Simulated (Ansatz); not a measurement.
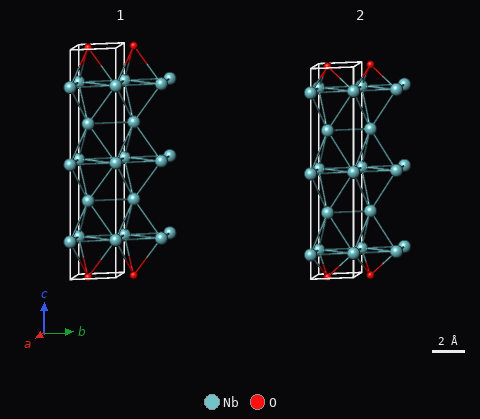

Two geometries of crystalline Nb₅O (a generated structure, set up in P-6m2) (coarse preliminary run), drawn at one scale. One is the start of a relaxation, the other its converged end. Style: ball-and-stick. Shown: the cell of the calculation, repeated 1 × 2 × 1 with one cell outlined, slightly off an axis.

All numbers below come from DFT PBE, scalar-relativistic, plane waves, PAW in Ansatz. Settings: plane-wave cutoff 420 eV; k-point mesh 6 × 6 × 2; occupations gaussian; smearing width 0.1 eV; no spin polarisation; cell and atoms relaxed; force threshold 0.04 eV/Å; at most 70 steps.

Which one is relaxed?

Structure 2 is the relaxed one. The largest moves relative to the cell, 0.65 Å, are those of Nb atoms. O stays in place. The drawn cell changes as follows: a = b 3.075 → 2.892 Å (−5.9 %), c 14.651 → 13.439 Å (−8.3 %); the volume changes by −18.8 %. Some distances before and after: Nb–Nb 4.796 → 3.091 Å, Nb–O 2.983 → 2.275 Å, Nb–Nb 3.075 → 2.892 Å, Nb–Nb 3.032 → 3.108 Å. New bonds form: Nb–Nb (4.80 → 3.09 Å). The space group stays P-6m2 (No. 187). Over 7 accepted moves (8 points after the start) the energy falls by 5.523 eV per cell of the calculation. The largest force component goes from 2.9 to 0.012 eV/Å. Pressure: −17.64 GPa at the start and −0.11 GPa at the end. At 1 point the geometry stayed and the basis and grid were re-selected for the new cell (energy shift of 7.7 meV per cell of the calculation at most each time). Cost: 70 s on 1 thread of Arm Neoverse V1, on a shared host, peak memory 0.36 GiB.
